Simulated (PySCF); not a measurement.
**CH7ClO2Si2: NMR shielding calculation**

The run: NMR shielding calculation of CH7ClO2Si2. Method and program: GIAO BLYP/pcSseg-1 NMR shielding, non-relativistic, gas phase (PySCF 2.14.0).

The geometry comes from this level: PBE0-D3(BJ)/def2-SVP. Figures and captions count atoms from 1; the log counts them from 0 in places.

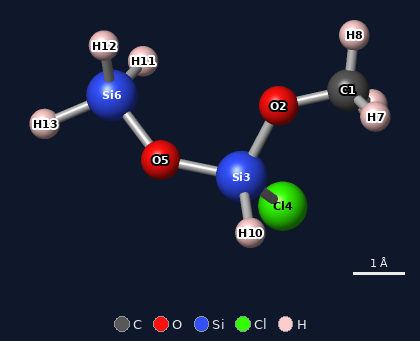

**Figure 1.** The structure (ball-and-stick view, seen at a tilt; atoms are numbered from 1 in the order of the input).

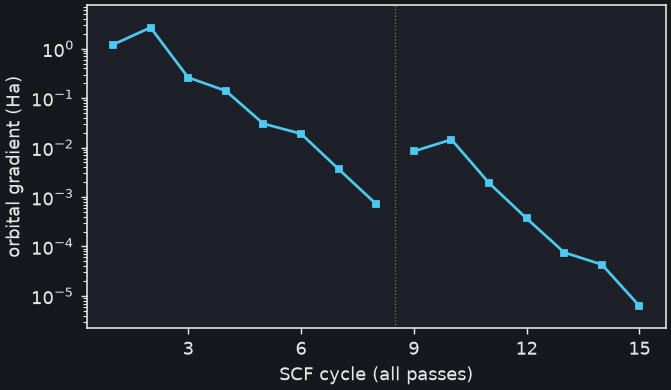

**Figure 2.** Convergence of the self-consistent field: orbital gradient against the SCF cycle. The dotted line marks the change from a coarse to the final integration grid. The first 8 cycles use a coarse grid, the final grid takes over at cycle 9, and the field converges after 15 cycles in all.

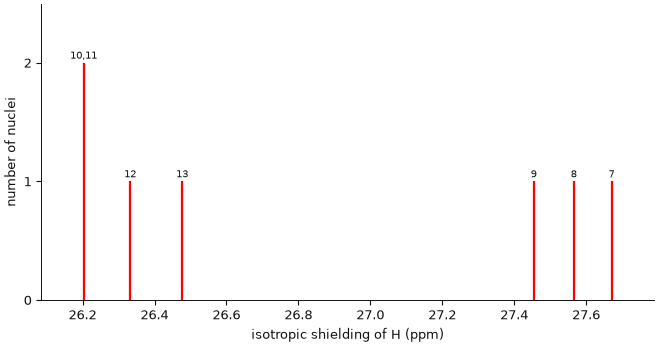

**Figure 3.** Isotropic shieldings of the hydrogen nuclei in this fixed geometry, labelled by atom number; shielding grows to the right, so chemical shift grows to the left. The least shielded is H10 (26.2 ppm), the most shielded H7 (27.7 ppm).

The input that produced these results follows, with the program's output.

**Input file**
```
{"job": {"kind": "nmr", "xc": "BLYP", "basis": "pcSseg-1", "pop": false}, "charge": 0, "multiplicity": 1}
C     -2.215481    -0.819828    -0.129200
O     -0.963894    -0.266303     0.180500
Si    -0.264346     1.079900    -0.450400
Cl    -0.485826     1.020377    -2.504536
O      1.318435     1.031930    -0.052029
Si     2.515577    -0.116465     0.154056
H     -3.039096    -0.225624     0.303606
H     -2.264702    -1.833286     0.295251
H     -2.370317    -0.888919    -1.219499
H     -0.858308     2.340837     0.038929
H      2.401935    -1.171854    -0.894673
H      2.396474    -0.736551     1.504286
H      3.826169     0.578332     0.032069
```

The first line tells a small driver script what to run in PySCF; the rest is the geometry in Å.

Run as:
```bash
OMP_NUM_THREADS=1 python <driver script> task.json out
```

**Output**
```
coarse grid: 12472 points
cycle   1  E = -1231.6853353038  dE =  5.800e-01  |g| = 1.203e+00  |ddm| = 3.308e+00
cycle   2  E = -1230.5265659677  dE =  1.159e+00  |g| = 2.674e+00  |ddm| = 3.343e+00
cycle   3  E = -1231.9206902994  dE = -1.394e+00  |g| = 2.609e-01  |ddm| = 2.829e+00
cycle   4  E = -1231.9332098902  dE = -1.252e-02  |g| = 1.405e-01  |ddm| = 4.179e-01
cycle   5  E = -1231.9376747548  dE = -4.465e-03  |g| = 3.035e-02  |ddm| = 1.667e-01
cycle   6  E = -1231.9378166244  dE = -1.419e-04  |g| = 1.906e-02  |ddm| = 3.689e-02
cycle   7  E = -1231.9378781050  dE = -6.148e-05  |g| = 3.674e-03  |ddm| = 1.454e-02
cycle   8  E = -1231.9378810192  dE = -2.914e-06  |g| = 7.193e-04  |ddm| = 4.043e-03
final grid: 106832 points
cycle   9  E = -1232.0060591651  dE = -1.437e-05  |g| = 8.413e-03  |ddm| = 1.703e-02
cycle  10  E = -1232.0060327984  dE =  2.637e-05  |g| = 1.453e-02  |ddm| = 1.477e-02
cycle  11  E = -1232.0060721891  dE = -3.939e-05  |g| = 1.921e-03  |ddm| = 9.611e-03
cycle  12  E = -1232.0060729336  dE = -7.445e-07  |g| = 3.688e-04  |ddm| = 1.956e-03
cycle  13  E = -1232.0060729619  dE = -2.830e-08  |g| = 7.550e-05  |ddm| = 3.872e-04
cycle  14  E = -1232.0060729626  dE = -7.583e-10  |g| = 4.317e-05  |ddm| = 8.062e-05
cycle  15  E = -1232.0060729630  dE = -3.308e-10  |g| = 6.244e-06  |ddm| = 3.461e-05
converged SCF energy = -1232.0060729630

GIAO shielding tensors (ppm)
atom      isotropic    diamagn.    paramagn.     s11        s22        s33       span
  0 C      121.758     239.435    -117.677     94.322     96.104    174.848     80.526
  1 O      267.447     401.869    -134.422    203.368    277.847    321.126    117.758
  2 Si     370.316     880.811    -510.494    350.200    362.730    398.019     47.819
  3 Cl     848.848    1149.974    -301.125    730.397    787.845   1028.302    297.905
  4 O      265.468     399.414    -133.946    220.821    281.321    294.262     73.441
  5 Si     368.611     878.930    -510.319    323.951    339.330    442.552    118.601
  6 H       27.671      27.385       0.286     23.639     24.956     34.417     10.778
  7 H       27.566      28.385      -0.820     23.432     25.364     33.901     10.468
  8 H       27.454      28.554      -1.100     22.778     26.716     32.869     10.092
  9 H       26.195      28.970      -2.774     22.387     23.533     32.666     10.279
 10 H       26.211      29.823      -3.612     22.710     25.386     30.537      7.827
 11 H       26.332      29.609      -3.276     22.914     24.763     31.321      8.407
 12 H       26.477      27.779      -1.302     23.144     24.608     31.679      8.536
```

**Key numbers**

```tsv
quantity	value
outcome	converged
total energy	−1232.006073 hartree
HOMO	−7.01 eV
LUMO	−0.45 eV
dipole moment	1.56 D
isotropic shielding, C	121.8 ppm
isotropic shielding, O	265.5 to 267.4 ppm
isotropic shielding, Si	368.6 to 370.3 ppm
isotropic shielding, Cl	848.8 ppm
isotropic shielding, H	26.2 to 27.7 ppm
hardware	1 CPU thread, shared host
wall time	31 s
peak memory	0.8 GiB
```
